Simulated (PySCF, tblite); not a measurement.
# C₆H₁₃N: a rotation path, then NMR shifts on frames

Aim: move C₆H₁₃N (`C/C=C\CNCC`) away from its starting geometry and see how NMR shifts follow the geometry.

The runs use tblite 0.8.0 and PySCF 2.14.0, with density-fitted response routines of our own; the level of theory stands in each step. All values are computed, except where a source is named. Atoms count from 0, in the outputs and in this text.

## (1) The molecule as given

20 atoms, charge 0, multiplicity 1; geometry from: GFN2-xTB.

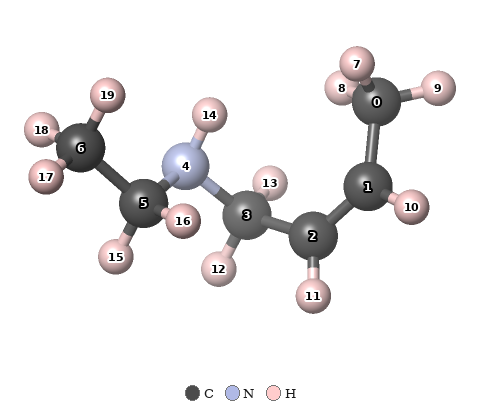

The starting geometry (carbon dark grey, nitrogen light blue, hydrogen pink), atoms numbered; sticks join atoms by distance.

## (2) A band between two rotamers with GFN2-xTB

The job: settings as JSON, then the geometry in Å.

```
{"job": {"kind": "neb", "xc": "GFN2-xTB", "basis": "xTB", "atoms": [2, 3, 4, 5], "turn": 120}, "charge": 0, "multiplicity": 1}
C     -2.401219     0.721220     0.684366
C     -2.137399     0.198817    -0.690655
C     -1.246335    -0.724682    -1.022157
C     -0.292676    -1.395423    -0.063120
N      0.788042    -0.541613     0.411097
C      1.681784    -0.080924    -0.636554
C      2.774919     0.794461    -0.039265
H     -1.982673     1.723624     0.789929
H     -1.967587     0.082846     1.449676
H     -3.474413     0.796504     0.854754
H     -2.746408     0.644691    -1.467892
H     -1.147097    -1.005701    -2.062143
H      0.166929    -2.261785    -0.546475
H     -0.831677    -1.749446     0.821450
H      0.394282     0.264405     0.888093
H      2.129315    -0.968103    -1.096163
H      1.154663     0.479406    -1.428469
H      3.491067     1.079917    -0.805468
H      3.294099     0.253577     0.747253
H      2.347237     1.698888     0.389314
```

With the program's defaults for keys left out, this is: GFN2-xTB climbing-image nudged elastic band, gas phase.

Command:

```
OMP_NUM_THREADS=1 python probes_run.py task.json out
```

The driver reads the jobs from task.json and runs them one after another.

Output:

```text
image   E - E0 / eV
  0      -0.0000
  1       0.0141
  2       0.0594
  3       0.1466
  4       0.2091
  5       0.0878
  6       0.0561
  7       0.1324
  8       0.0226
```

Wall time 8.7 s (1 thread of AMD EPYC 9R45, shared host); peak memory 0.19 GiB.

The final band, with the dihedral C2–C3–N4–C5:

```
image  dihedral (°)  energy (eV)  energy (kcal/mol)
    0           -63        0.000                0.0
    1           -54        0.014                0.3
    2           -42        0.059                1.4
    3           -22        0.147                3.4
    4             8        0.209                4.8
    5            54        0.088                2.0
    6            79        0.056                1.3
    7           108        0.132                3.1
    8            71        0.023                0.5
```

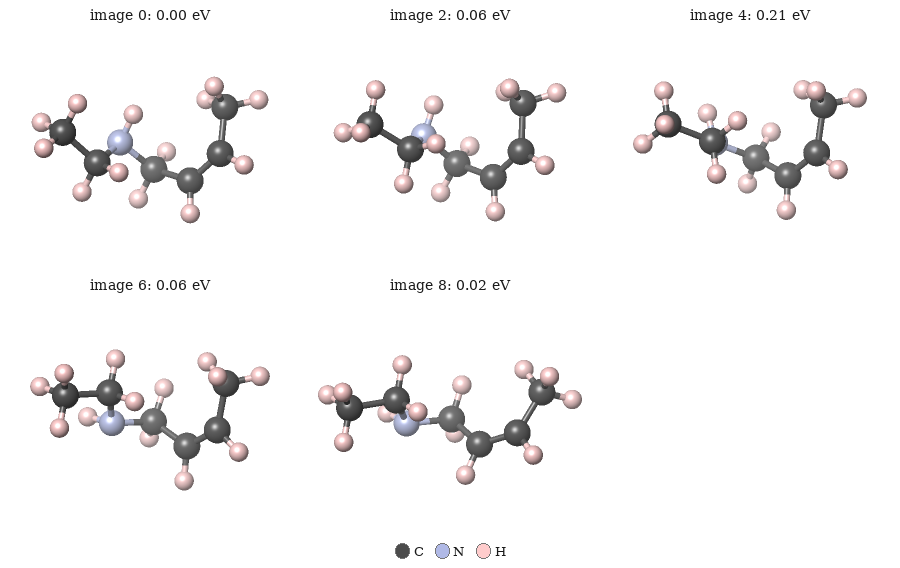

Images along the band.

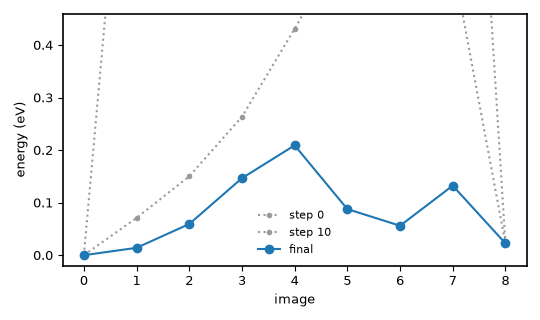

Energy along the band, early and final.

## (3) Shielding tensors: image 0, PBE0/pcSseg-1

The job: settings as JSON, then the geometry in Å.

```
{"job": {"kind": "nmr", "xc": "PBE0", "basis": "pcSseg-1", "pop": false}, "charge": 0, "multiplicity": 1}
C     -2.401200     0.721200     0.684400
C     -2.137400     0.198800    -0.690700
C     -1.246300    -0.724700    -1.022200
C     -0.292700    -1.395400    -0.063100
N      0.788000    -0.541600     0.411100
C      1.681800    -0.080900    -0.636600
C      2.774900     0.794500    -0.039300
H     -1.982700     1.723600     0.789900
H     -1.967600     0.082800     1.449700
H     -3.474400     0.796500     0.854800
H     -2.746400     0.644700    -1.467900
H     -1.147100    -1.005700    -2.062100
H      0.166900    -2.261800    -0.546500
H     -0.831700    -1.749400     0.821400
H      0.394300     0.264400     0.888100
H      2.129300    -0.968100    -1.096200
H      1.154700     0.479400    -1.428500
H      3.491100     1.079900    -0.805500
H      3.294100     0.253600     0.747300
H      2.347200     1.698900     0.389300
```

Method: GIAO PBE0/pcSseg-1 NMR shielding, non-relativistic, gas phase.

Output:

```text
coarse grid: 15640 points
cycle   1  E = -290.6937981901  dE =  6.185e-01  |g| = 4.460e-01  |ddm| = 3.770e+00
cycle   2  E = -290.6918389362  dE =  1.959e-03  |g| = 4.718e-01  |ddm| = 8.667e-01
cycle   3  E = -290.7475476225  dE = -5.571e-02  |g| = 4.999e-02  |ddm| = 4.582e-01
cycle   4  E = -290.7479207496  dE = -3.731e-04  |g| = 2.561e-02  |ddm| = 6.387e-02
cycle   5  E = -290.7480578292  dE = -1.371e-04  |g| = 6.057e-03  |ddm| = 2.608e-02
cycle   6  E = -290.7480652918  dE = -7.463e-06  |g| = 1.875e-03  |ddm| = 6.515e-03
final grid: 148080 points
cycle   7  E = -290.7896850152  dE = -4.810e-05  |g| = 9.704e-03  |ddm| = 3.387e-02
cycle   8  E = -290.7896755526  dE =  9.463e-06  |g| = 1.156e-02  |ddm| = 1.788e-02
cycle   9  E = -290.7897086173  dE = -3.306e-05  |g| = 1.608e-03  |ddm| = 1.002e-02
cycle  10  E = -290.7897092485  dE = -6.313e-07  |g| = 2.752e-04  |ddm| = 1.457e-03
cycle  11  E = -290.7897092657  dE = -1.718e-08  |g| = 9.612e-05  |ddm| = 3.211e-04
cycle  12  E = -290.7897092676  dE = -1.919e-09  |g| = 3.371e-05  |ddm| = 1.116e-04
cycle  13  E = -290.7897092679  dE = -2.362e-10  |g| = 3.869e-06  |ddm| = 2.997e-05
converged SCF energy = -290.7897092679

GIAO shielding tensors (ppm)
atom      isotropic    diamagn.    paramagn.     s11        s22        s33       span
  0 C      170.587     250.131     -79.545    154.094    172.861    184.805     30.711
  1 C       50.323     256.267    -205.944    -66.574     57.850    159.694    226.268
  2 C       46.239     258.996    -212.757    -70.776     53.569    155.924    226.699
  3 C      138.323     245.604    -107.281    112.901    133.014    169.055     56.154
  4 N      193.049     323.699    -130.650    169.630    185.869    223.646     54.016
  5 C      140.728     247.213    -106.485    122.470    132.792    166.922     44.452
  6 C      168.248     246.389     -78.141    153.736    163.528    187.479     33.743
  7 H       29.995      31.330      -1.335     26.122     28.187     35.675      9.553
  8 H       29.619      32.444      -2.825     25.559     30.689     32.610      7.051
  9 H       29.975      27.790       2.185     25.771     27.409     36.745     10.974
 10 H       25.692      31.119      -5.427     23.426     25.524     28.126      4.700
 11 H       25.365      32.718      -7.353     22.856     25.355     27.883      5.028
 12 H       28.677      31.211      -2.534     24.410     27.729     33.893      9.483
 13 H       27.821      31.149      -3.329     23.845     26.733     32.884      9.039
 14 H       31.600      38.161      -6.561     23.246     33.701     37.853     14.607
 15 H       29.407      31.423      -2.016     25.039     28.773     34.408      9.369
 16 H       28.561      32.822      -4.260     23.174     29.899     32.611      9.437
 17 H       30.543      27.832       2.711     26.305     27.669     37.655     11.350
 18 H       30.337      28.903       1.434     26.578     28.199     36.234      9.656
 19 H       30.920      30.748       0.172     26.718     29.791     36.251      9.533
```

Run time: 16 s. Hardware: 1 thread of AMD EPYC 9R45, shared host; peak memory 0.84 GiB.

The references, computed at this level on geometries of the same kind, shield at (ppm): ¹H TMS 31.72, ¹³C TMS 186.9, ¹⁵N NH3 267.7. Their shielding less the atom's gives the shift. The references are single molecules in the gas phase, so shifts against H2O, NH3, PH3, H3PO4 or CFCl3 are not on the usual liquid scales and can be off by tens of ppm. Each atom is listed at this fixed geometry, with no averaging over motion; a spectrum would average atoms that exchange fast.

```
atoms                                 environment  σ (ppm)  δ (ppm)
   C2                                   alkene CH     46.2    140.7
   C1                                   alkene CH     50.3    136.6
   C3                 allylic sp3 CH2 bonded to N    138.3     48.6
   C5                         sp3 CH2 bonded to N    140.7     46.2
   C6                               methyl carbon    168.2     18.7
   C0                       allylic methyl carbon    170.6     16.3
  H11                    hydrogen on an alkene CH    25.36     6.35
  H10                    hydrogen on an alkene CH    25.69     6.02
  H13  hydrogen on an allylic sp3 CH2 bonded to N    27.82     3.90
  H16          hydrogen on an sp3 CH2 bonded to N    28.56     3.16
  H12  hydrogen on an allylic sp3 CH2 bonded to N    28.68     3.04
  H15          hydrogen on an sp3 CH2 bonded to N    29.41     2.31
   H8        hydrogen on an allylic methyl carbon    29.62     2.10
   H9        hydrogen on an allylic methyl carbon    29.98     1.74
   H7        hydrogen on an allylic methyl carbon    30.00     1.72
  H18                 hydrogen on a methyl carbon    30.34     1.38
  H17                 hydrogen on a methyl carbon    30.54     1.17
  H19                 hydrogen on a methyl carbon    30.92     0.80
  H14               hydrogen on an amine nitrogen    31.60     0.12
   N4                              amine nitrogen    193.0     74.7
```

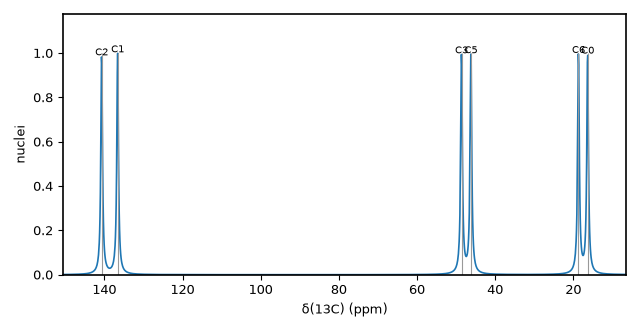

¹³C lines at the computed shifts, without couplings. Lines are broadened to a width of 0.50 ppm (Lorentzian).

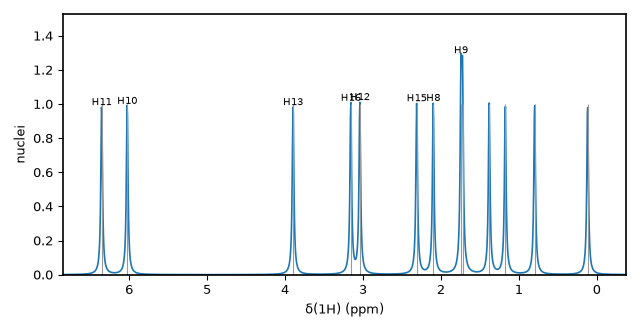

¹H lines at the computed shifts, without couplings. Lines are broadened to a width of 0.02 ppm (Lorentzian).

## (4) NMR shieldings: image 2, PBE0/pcSseg-1

The job: settings as JSON, then the geometry in Å.

```
{"job": {"kind": "nmr", "xc": "PBE0", "basis": "pcSseg-1", "pop": false}, "charge": 0, "multiplicity": 1}
C     -2.166500     0.872300     0.484000
C     -2.020900     0.105000    -0.789600
C     -1.226600    -0.935500    -0.995600
C     -0.269200    -1.541700     0.004000
N      0.793500    -0.665600     0.479800
C      1.418600     0.145600    -0.548800
C      2.683900     0.794700    -0.003200
H     -1.642000     1.826400     0.408100
H     -1.767900     0.322500     1.332500
H     -3.217000     1.090300     0.670000
H     -2.630000     0.467800    -1.608600
H     -1.214100    -1.389100    -1.977600
H      0.214700    -2.408400    -0.459100
H     -0.815800    -1.897800     0.882700
H      0.454300    -0.056800     1.217000
H      1.670900    -0.512400    -1.384800
H      0.742800     0.928600    -0.934400
H      3.120900     1.452700    -0.750000
H      3.408900     0.032100     0.265800
H      2.456100     1.379900     0.885200
```

With the program's defaults for keys left out, this is: GIAO PBE0/pcSseg-1 NMR shielding, non-relativistic, gas phase.

Output:

```text
coarse grid: 15640 points
cycle   1  E = -290.6907227173  dE =  6.220e-01  |g| = 4.491e-01  |ddm| = 3.776e+00
cycle   2  E = -290.6880291057  dE =  2.694e-03  |g| = 4.779e-01  |ddm| = 8.727e-01
cycle   3  E = -290.7451527394  dE = -5.712e-02  |g| = 5.097e-02  |ddm| = 4.627e-01
cycle   4  E = -290.7455441501  dE = -3.914e-04  |g| = 2.573e-02  |ddm| = 6.536e-02
cycle   5  E = -290.7456833705  dE = -1.392e-04  |g| = 5.811e-03  |ddm| = 2.645e-02
cycle   6  E = -290.7456901936  dE = -6.823e-06  |g| = 1.690e-03  |ddm| = 6.330e-03
final grid: 148080 points
cycle   7  E = -290.7875558930  dE = -5.591e-05  |g| = 9.958e-03  |ddm| = 3.771e-02
cycle   8  E = -290.7875468749  dE =  9.018e-06  |g| = 1.171e-02  |ddm| = 1.828e-02
cycle   9  E = -290.7875808875  dE = -3.401e-05  |g| = 1.496e-03  |ddm| = 1.028e-02
cycle  10  E = -290.7875814187  dE = -5.312e-07  |g| = 3.144e-04  |ddm| = 1.401e-03
cycle  11  E = -290.7875814413  dE = -2.265e-08  |g| = 1.016e-04  |ddm| = 3.479e-04
cycle  12  E = -290.7875814435  dE = -2.132e-09  |g| = 3.786e-05  |ddm| = 1.202e-04
cycle  13  E = -290.7875814438  dE = -3.078e-10  |g| = 4.477e-06  |ddm| = 3.445e-05
converged SCF energy = -290.7875814438

GIAO shielding tensors (ppm)
atom      isotropic    diamagn.    paramagn.     s11        s22        s33       span
  0 C      169.916     250.261     -80.346    153.841    171.007    184.899     31.057
  1 C       49.451     256.286    -206.835    -70.062     59.207    159.207    229.268
  2 C       50.434     258.972    -208.538    -64.004     63.148    152.158    216.162
  3 C      138.124     244.203    -106.079    110.921    135.336    168.116     57.194
  4 N      205.048     323.207    -118.159    168.026    211.605    235.514     67.488
  5 C      141.922     247.586    -105.664    126.067    135.887    163.812     37.745
  6 C      167.910     245.663     -77.753    153.627    163.406    186.696     33.069
  7 H       30.034      31.702      -1.668     26.181     28.644     35.277      9.096
  8 H       29.832      32.901      -3.069     25.629     30.979     32.888      7.259
  9 H       30.003      28.220       1.782     25.853     27.365     36.790     10.937
 10 H       25.661      30.967      -5.306     23.432     25.519     28.031      4.599
 11 H       25.905      32.506      -6.601     23.277     26.489     27.949      4.671
 12 H       28.223      30.509      -2.286     22.428     27.899     34.342     11.914
 13 H       27.881      30.400      -2.519     23.992     26.630     33.021      9.029
 14 H       31.522      37.294      -5.772     24.400     32.037     38.129     13.730
 15 H       29.749      32.277      -2.528     24.894     29.765     34.588      9.694
 16 H       28.731      33.722      -4.991     23.099     30.576     32.518      9.419
 17 H       30.622      28.335       2.287     26.298     27.866     37.703     11.405
 18 H       30.288      28.589       1.698     26.349     28.058     36.455     10.105
 19 H       30.983      30.277       0.706     26.919     29.739     36.290      9.371
```

Wall time 16 s (1 thread of AMD EPYC 9R45, shared host); peak memory 0.86 GiB.

This run: δ C1 137.5, C2 136.5, C3 48.8, C5 45.0, H10 6.06, H11 5.81 ppm.

(Part 1 of 2 ends here.)
